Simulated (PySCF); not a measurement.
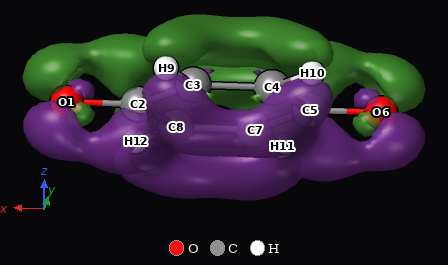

C6H4O2, SMILES `O=C1C=CC(=O)C=C1`. Change of the electron density in a uniform field of 0.51 V/Å, surfaces at ±0.003 e/Å³ (purple: gain, green: loss).

Computed with PySCF, PBE0/cc-pVDZ, geometry: GFN2-xTB. No frequency check shows the geometry to be a minimum. A basis without diffuse functions makes polarisabilities too small.

Geometry (Å), atoms numbered from 1:

```
O1       2.6682    0.0000    0.0000
C2       1.4541   -0.0000    0.0000
C3       0.6673    1.2495    0.0000
C4      -0.6673    1.2495    0.0000
C5      -1.4541   -0.0000    0.0000
O6      -2.6682    0.0000    0.0000
C7      -0.6673   -1.2495    0.0000
C8       0.6673   -1.2495    0.0000
H9       1.2407    2.1662    0.0000
H10     -1.2407    2.1662    0.0000
H11     -1.2407   -2.1662    0.0000
H12      1.2407   -2.1662    0.0000
```

The field was applied in both directions; the picture shows the one opposite to the script's first.

Along which Cartesian direction does the field point?

Answer. Along +z: electrons gather on the −z side, against the field.

How large is the response?

Answer. The induced dipole is 0.68 D (along the field); α along this axis, from the fields in both directions, is 27 bohr³ (4.0 Å³).
